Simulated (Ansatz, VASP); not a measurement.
# BeH2 in two plane-wave programs

Wanted: the spread between two codes on one cell, functional and k mesh. The cell is generated by rule, not measured, and may not be a known phase. The cell comes out of earlier VASP steps on this material, which relaxed, scaled or displaced it; both programs get it as it stands.

Calculated with Ansatz 0.2.0; plane waves, with VASP 6.6.1 beside it; zone-centre phonons at PBEsol.

The structure was built from a prototype and need not be the compound's stable phase.

### Step 1. The starting structure

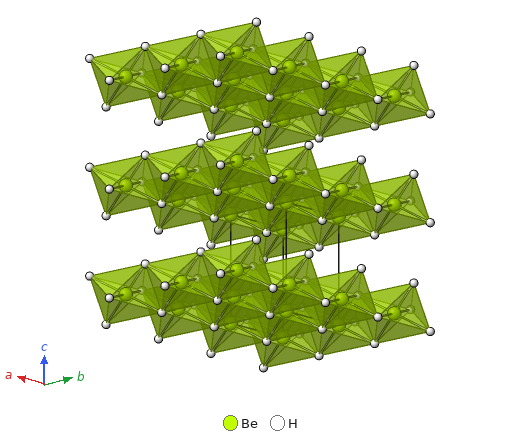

The starting structure, seen from a free direction (beryllium green, hydrogen white). 3×2×2 cells are drawn. Some periodic images of atoms are drawn too.

Coordinates:

```xyz
3
Lattice="2.6163 0.0000 0.0000 -1.3081 2.2658 0.0000 0.0000 0.0000 5.0362" Properties=species:S:1:pos:R:3 pbc="T T T"
Be    0.0000    0.0000    0.0000
H     0.0000    1.5105    0.8039
H     1.3081    0.7553    4.2323
```

### Step 2. VASP: zone-centre phonons, PBEsol

Second derivatives magnify differences that forces hide, and they need a tight electronic threshold.

Lines of VASP's logs that name or quote its potential files are left out, and so is its time.

INCAR reads:

```
SYSTEM = BeH2
PREC = Accurate
ENCUT = 400
EDIFF = 1E-08
NELM = 100
ISMEAR = 0
SIGMA = 0.02
LREAL = .FALSE.
ALGO = Normal
GGA = PS
NBANDS = 8
LORBIT = 11
LWAVE = .FALSE.
LCHARG = .FALSE.
KPAR = 4
IBRION = 8
LEPSILON = .TRUE.
```

POSCAR reads:

```
BeH2
1.0
    2.6162989530      0.0000000000      0.0000000000
   -1.3081494760      2.2657813570      0.0000000000
    0.0000000000      0.0000000000      5.0362000000
Be H
1 2
Direct
    0.0000000000      0.0000000000      0.0000000000
    0.3333333330      0.6666666670      0.1596339806
    0.6666666670      0.3333333330      0.8403660194
```

KPOINTS reads:

```
Automatic mesh
0
Gamma
18 18 8
0 0 0
```

The projector-augmented-wave data sets are Be and H (PBE family, release 64).

Started as:

```bash
> mpirun -np 4 vasp_std
```

Numbers of over 12 decimals in the logs are rounded to 6 here.

Log:

```text
[banner, memory and clock lines left out]
running    4 mpi-ranks, on    1 nodes
 distrk:  each k-point on    1 cores,    4 groups
 distr:  one band on    1 cores,    1 groups

 POSCAR found type information on POSCAR BeH
 POSCAR found :  2 types and       3 ions
|                                                                             |
|               ----> ADVICE to this user running VASP <----                  |
|                                                                             |
|     You enforced a specific xc type in the INCAR file but a different       |
|     [... a line on the potential file left out ...]
|     I HOPE YOU KNOW WHAT YOU ARE DOING!                                     |
|                                                                             |

 LDA part: xc-table for (Slater+PW92), standard interpolation
 POSCAR, INCAR and KPOINTS ok, starting setup
 FFT: planning ... GRIDC
 FFT: planning ... GRID_SOFT
 FFT: planning ... GRID
 WAVECAR not read
 entering main loop
       N       E                     dE             d eps       ncg     rms          rms(c)
DAV:   1    -0.577465229463E+01   -0.57747E+01   -0.15606E+03  4296   0.315E+02
DAV:   2    -0.104230381135E+02   -0.46484E+01   -0.46484E+01  6136   0.406E+01
DAV:   3    -0.104892212739E+02   -0.66183E-01   -0.66183E-01  4768   0.516E+00
DAV:   4    -0.104892981782E+02   -0.76904E-04   -0.76904E-04  6896   0.177E-01
DAV:   5    -0.104892981921E+02   -0.13818E-07   -0.13818E-07  4792   0.156E-03    0.337E+00
DAV:   6    -0.102248626475E+02    0.26444E+00   -0.18354E-01  4632   0.165E+00    0.182E+00
DAV:   7    -0.101071007089E+02    0.11776E+00   -0.30929E-01  4936   0.226E+00    0.241E-01
DAV:   8    -0.101110562372E+02   -0.39555E-02   -0.84771E-03  4520   0.458E-01    0.607E-02
DAV:   9    -0.101113454146E+02   -0.28918E-03   -0.41698E-04  6016   0.109E-01    0.277E-02
DAV:  10    -0.101115362560E+02   -0.19084E-03   -0.24691E-04  5000   0.694E-02    0.502E-03
DAV:  11    -0.101115402694E+02   -0.40134E-05   -0.80537E-06  5088   0.146E-02    0.448E-03
DAV:  12    -0.101115416217E+02   -0.13523E-05   -0.24478E-06  5256   0.820E-03    0.295E-04
DAV:  13    -0.101115416069E+02    0.14716E-07   -0.36210E-08  5888   0.130E-03    0.241E-04
DAV:  14    -0.101115415975E+02    0.94755E-08   -0.48931E-09  5616   0.400E-04
   1 F= -.10111542E+02 E0= -.10111542E+02  d E =-.155095E-24
 Linear response reoptimize wavefunctions to high precision
DAV:   1    -0.101115415975E+02   -0.73399E-11   -0.12299E-10  4840   0.758E-05
 Linear response G [H, r] |phi>, progress :
  Direction:   1
       N       E                     dE             d eps       ncg     rms
RMM:   1    -0.142659160513E+02   -0.14266E+02    0.10578E+01 10521   0.202E+01
RMM:   2    -0.138735642908E+02    0.39235E+00   -0.23974E-01  6864   0.290E+00
RMM:   3    -0.138743189419E+02   -0.75465E-03   -0.14764E-03  7232   0.194E-01
RMM:   4    -0.138743189533E+02   -0.11370E-07   -0.10923E-05  7537   0.175E-02
RMM:   5    -0.138743189774E+02   -0.24137E-07   -0.12842E-07  7411   0.165E-03
RMM:   6    -0.138743189776E+02   -0.15529E-09   -0.31311E-09  7042   0.190E-04
 Linear response G [H, r] |phi>, progress :
  Direction:   2
       N       E                     dE             d eps       ncg     rms
RMM:   1    -0.162263571827E+02   -0.16226E+02   -0.58336E+00 10359   0.199E+01
RMM:   2    -0.161933237725E+02    0.33033E-01   -0.22798E-01  6853   0.291E+00
RMM:   3    -0.161943717988E+02   -0.10480E-02   -0.11687E-03  7262   0.178E-01
RMM:   4    -0.161943759345E+02   -0.41357E-05   -0.84075E-06  7512   0.161E-02
RMM:   5    -0.161943759721E+02   -0.37512E-07   -0.91167E-08  7483   0.145E-03
RMM:   6    -0.161943759724E+02   -0.33003E-09   -0.11317E-09  7185   0.161E-04
 Linear response G [H, r] |phi>, progress :
  Direction:   3
       N       E                     dE             d eps       ncg     rms
RMM:   1    -0.146154395333E+02   -0.14615E+02    0.32803E+01  9173   0.312E+01
RMM:   2    -0.150531447063E+02   -0.43771E+00   -0.73604E-01  6956   0.556E+00
RMM:   3    -0.150652877588E+02   -0.12143E-01   -0.66328E-03  7467   0.468E-01
RMM:   4    -0.150655262620E+02   -0.23850E-03   -0.39064E-04  7848   0.794E-02
RMM:   5    -0.150655325703E+02   -0.63084E-05   -0.50220E-06  7729   0.884E-03
RMM:   6    -0.150655327086E+02   -0.13824E-06   -0.24609E-07  7646   0.152E-03
RMM:   7    -0.150655327167E+02   -0.81749E-08   -0.47108E-09  6443   0.197E-04
 Linear response to external field (no local field effect), progress :
  Direction:   1
       N       E                     dE             d eps       ncg     rms          rms(c)
RMM:   1    -0.315416968168E+00   -0.31542E+00   -0.96357E-01 10331   0.189E+00
RMM:   2    -0.318830939081E+00   -0.34140E-02   -0.13463E-03  6850   0.190E-01
RMM:   3    -0.318837095582E+00   -0.61565E-05   -0.53195E-06  6932   0.112E-02
[...]
Direction:   2
       N       E                     dE             d eps       ncg     rms          rms(c)
RMM:   1    -0.377692359175E+00   -0.37769E+00   -0.11426E+00 10295   0.213E+00
RMM:   2    -0.382242905684E+00   -0.45505E-02   -0.19608E-03  6902   0.230E-01
RMM:   3    -0.382252233006E+00   -0.93273E-05   -0.69214E-06  7021   0.131E-02
RMM:   4    -0.382252263350E+00   -0.30344E-07   -0.57623E-08  7105   0.112E-03
[...]
RMM:   9    -0.370247014157E+00    0.34529E-06    0.22355E-10 15905   0.557E-05    0.338E-06
 change of polarisation eV/A/(eV/A) component  2 :     0.050     0.675    -0.000
 dielectric tensor                  component  2 :     0.304     5.089    -0.000
 Linear response to external field, progress :
  Direction:   3
       N       E                     dE             d eps       ncg     rms          rms(c)
RMM:   1    -0.147866535223E+00   -0.14787E+00   -0.19458E-01  9845   0.166E+00
RMM:   2    -0.150431403361E+00   -0.25649E-02   -0.16029E-03  6912   0.253E-01    0.628E-01
RMM:   3    -0.114109013290E+00    0.36322E-01   -0.60883E-03  6926   0.363E-01    0.283E-01
RMM:   4    -0.110480660836E+00    0.36284E-02   -0.55788E-03  6889   0.349E-01    0.117E-01
RMM:   5    -0.116404833134E+00   -0.59242E-02   -0.80234E-04  6821   0.154E-01    0.191E-02
RMM:   6    -0.117116602878E+00   -0.71177E-03   -0.19076E-05  7030   0.251E-02    0.674E-03
RMM:   7    -0.117570049997E+00   -0.45345E-03   -0.63208E-06  6891   0.147E-02    0.997E-04
RMM:   8    -0.117617470520E+00   -0.47421E-04   -0.41747E-07  7190   0.268E-03    0.107E-04
RMM:   9    -0.117617612806E+00   -0.14229E-06   -0.14886E-09  7040   0.201E-04    0.261E-05
RMM:  10    -0.117617130456E+00    0.48235E-06   -0.37626E-09  6330   0.100E-04    0.623E-06
 change of polarisation eV/A/(eV/A) component  3 :    -0.066    -0.050     0.204
 dielectric tensor                  component  3 :    -0.401    -0.304     2.234
 Linear response DOF=           4
 Linear response progress:
  Degree of freedom:   1/  4
       N       E                     dE             d eps       ncg     rms          rms(c)
RMM:   1    -0.555699714761E-02   -0.55570E-02   -0.21975E-03 25824   0.288E-01
RMM:   2    -0.550380610684E-02    0.53191E-04   -0.35413E-05 16986   0.333E-02    0.465E-02
RMM:   3    -0.551378001931E-02   -0.99739E-05   -0.57628E-06 17925   0.135E-02    0.271E-02
RMM:   4    -0.559790948663E-02   -0.84129E-04   -0.10401E-05 17530   0.183E-02    0.124E-03
RMM:   5    -0.559570531999E-02    0.22042E-05   -0.43968E-08 18487   0.139E-03    0.243E-04
RMM:   6    -0.559501295738E-02    0.69236E-06   -0.13357E-09 18424   0.241E-04    0.363E-05
RMM:   7    -0.559493087519E-02    0.82082E-07   -0.10528E-10 18524   0.610E-05    0.558E-06
RMM:   8    -0.559494407462E-02   -0.13199E-07    0.13530E-11 19399   0.103E-05    0.128E-06
RMM:   9    -0.559494483856E-02   -0.76395E-09    0.34972E-11 17304   0.343E-06    0.142E-07
 first order change of Fermi-energy  -0.12191E-04
 force on displaced ion       1 direction 1 :  -1.049   0.000   0.000
 Born effective charge ion    1 direction 1 :   2.384   0.000   0.000
 Linear response progress:
  Degree of freedom:   2/  4
       N       E                     dE             d eps       ncg     rms          rms(c)
RMM:   1    -0.979909576068E-02   -0.97991E-02    0.50071E-02  9754   0.782E-01
RMM:   2    -0.102581465149E-01   -0.45905E-03    0.59854E-04  6697   0.123E-01    0.528E-02
RMM:   3    -0.102114064560E-01    0.46740E-04    0.16699E-04  7016   0.186E-02    0.317E-02
RMM:   4    -0.101102833302E-01    0.10112E-03   -0.14338E-06  6646   0.270E-02    0.385E-03
RMM:   5    -0.100925821850E-01    0.17701E-04    0.24748E-08  6584   0.619E-03    0.912E-04
RMM:   6    -0.100921934347E-01    0.38875E-06    0.14865E-07  6980   0.199E-03    0.588E-04
RMM:   7    -0.100929258276E-01   -0.73239E-06   -0.23069E-08  6743   0.116E-03    0.651E-05
RMM:   8    -0.100928423797E-01    0.83448E-07    0.18540E-09  7235   0.978E-05    0.176E-05
RMM:   9    -0.100928079118E-01    0.34468E-07    0.69085E-10  7163   0.307E-05    0.320E-06
RMM:  10    -0.100928107129E-01   -0.28012E-08    0.21822E-10  7364   0.786E-06    0.705E-07
 first order change of Fermi-energy   0.18583E-03
 force on displaced ion       1 direction 3 :  -0.000   0.000  -7.116
 Born effective charge ion    1 direction 3 :   0.000   0.000   0.468
 Linear response progress:
  Degree of freedom:   3/  4
       N       E                     dE             d eps       ncg     rms          rms(c)
RMM:   1    -0.160848244964E-01   -0.16085E-01   -0.83241E-03 41722   0.490E-01
RMM:   2    -0.159088534645E-01    0.17597E-03   -0.11661E-04 31970   0.653E-02    0.994E-02
RMM:   3    -0.162889392616E-01   -0.38009E-03   -0.21483E-05 31663   0.276E-02    0.575E-02
RMM:   4    -0.171493145974E-01   -0.86038E-03   -0.46086E-05 31573   0.375E-02    0.148E-03
RMM:   5    -0.171532548228E-01   -0.39402E-05   -0.30782E-07 34318   0.335E-03    0.452E-04
RMM:   6    -0.171558460083E-01   -0.25912E-05   -0.78331E-09 34713   0.448E-04    0.473E-05
RMM:   7    -0.171558156450E-01    0.30363E-07   -0.13826E-10 35604   0.553E-05    0.167E-05
RMM:   8    -0.171558744223E-01   -0.58777E-07   -0.54228E-10 34455   0.265E-05    0.231E-06
RMM:   9    -0.171558688554E-01    0.55669E-08   -0.50268E-10 36027   0.439E-06    0.219E-07
 first order change of Fermi-energy   0.25503E-04
 force on displaced ion       2 direction 1 :  -2.728   0.000  -0.000
 Born effective charge ion    2 direction 1 :  -1.191  -0.000   0.000
 Linear response progress:
  Degree of freedom:   4/  4
       N       E                     dE             d eps       ncg     rms          rms(c)
RMM:   1    -0.168498990682E-01   -0.16850E-01   -0.12901E-02  8028   0.518E-01
RMM:   2    -0.164101762265E-01    0.43972E-03   -0.36528E-04  6642   0.113E-01    0.719E-02
RMM:   3    -0.166431268559E-01   -0.23295E-03   -0.19207E-05  6980   0.248E-02    0.401E-02
RMM:   4    -0.171071515333E-01   -0.46402E-03   -0.27101E-05  7022   0.272E-02    0.422E-03
RMM:   5    -0.171391527662E-01   -0.32001E-04   -0.15211E-06  7158   0.486E-03    0.675E-04
RMM:   6    -0.171412031563E-01   -0.20504E-05    0.42394E-08  7278   0.879E-04    0.279E-04
RMM:   7    -0.171415645884E-01   -0.36143E-06    0.38179E-08  7030   0.522E-04    0.911E-05
RMM:   8    -0.171416697148E-01   -0.10513E-06    0.13021E-08  7238   0.174E-04    0.191E-05
RMM:   9    -0.171415914750E-01    0.78240E-07    0.21899E-09  7351   0.285E-05    0.674E-06
RMM:  10    -0.171416050097E-01   -0.13535E-07    0.38059E-10  7178   0.122E-05    0.111E-06
RMM:  11    -0.171416083484E-01   -0.33386E-08    0.76377E-10  6859   0.298E-06    0.197E-07
 first order change of Fermi-energy   0.53368E+00
 force on displaced ion       2 direction 3 :   0.000   0.000  -4.260
 Born effective charge ion    2 direction 3 :   0.000   0.000  -0.234
 Born effective charges drift removed
 Linear response finished
```

(Continued in part 2 of 2.)

[Lines on the potential files, build, host, timing and source positions are cut from VASP's logs without a mark.]

[Logs are printed without paths, hosts, clocks, repeated set-up lines and the standing remarks that a program may print on its own settings, such as how far it seeks lower states.]

[Hosts, paths, dates, database ids (printed as entryN), source tags and the programs' standing remarks are cut or masked in the printed files.]
